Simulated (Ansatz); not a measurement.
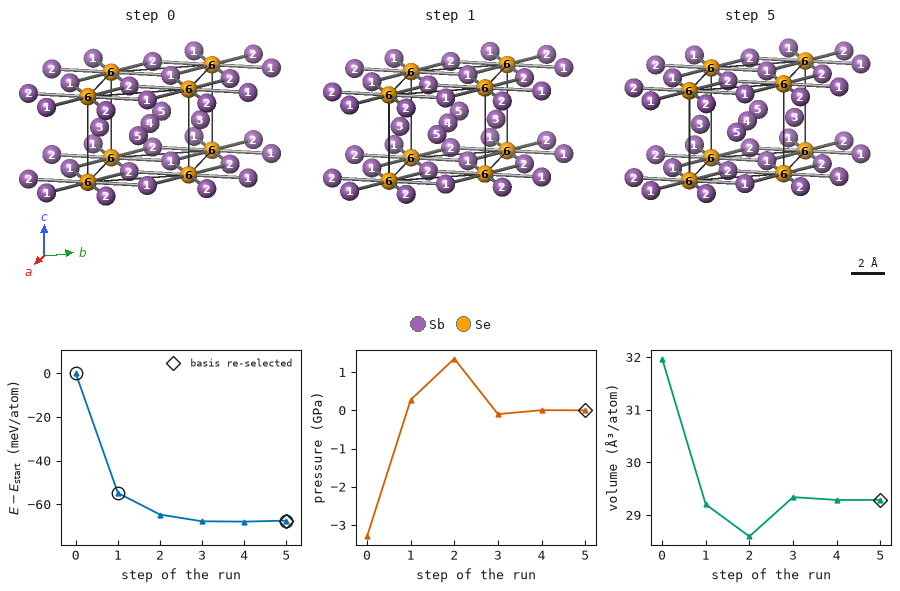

Frames of a relaxation of a crystal of Sb$_{5}$Se (a generated structure, set up in P6/mmm), marked on the history of the run. A ball-and-stick model of the cell of the calculation, seen slightly off an axis.

Level of theory: DFT PBE, scalar-relativistic, plane waves, PAW (Ansatz 0.2.0). Set-up: plane-wave cutoff 420 eV; k-point mesh 6 × 6 × 8; occupations gaussian; smearing width 0.1 eV; no spin polarisation; cell and atoms relaxed; force threshold 0.01 eV/Å; at most 80 steps.

What happens along the run?

Answer. The atoms keep their places relative to the cell (all moves are under 0.005 Å). Cell: a = b 6.425 → 6.002 Å (−6.6 %), c 5.366 → 5.632 Å (+5.0 %). Volume −8.4 %. Near-neighbour distances that change, for instance: Sb1–Se6 3.709 → 3.465 Å. The space group stays P6/mmm (No. 191). The energy falls by 67.5 meV per atom in 4 accepted moves (5 points after the start). All forces vanish by symmetry, so only the cell relaxes. The pressure goes from −3.30 to 0.00 GPa. The SCF was repeated once at an unchanged geometry on a basis and grid sized afresh for the cell, which shifted the energy by 0.4 meV per atom at most. From step 0 to 1: volume −8.7 %, energy −54.8 meV per atom. From step 1 to 5: volume +0.3 %, energy −12.7 meV per atom.
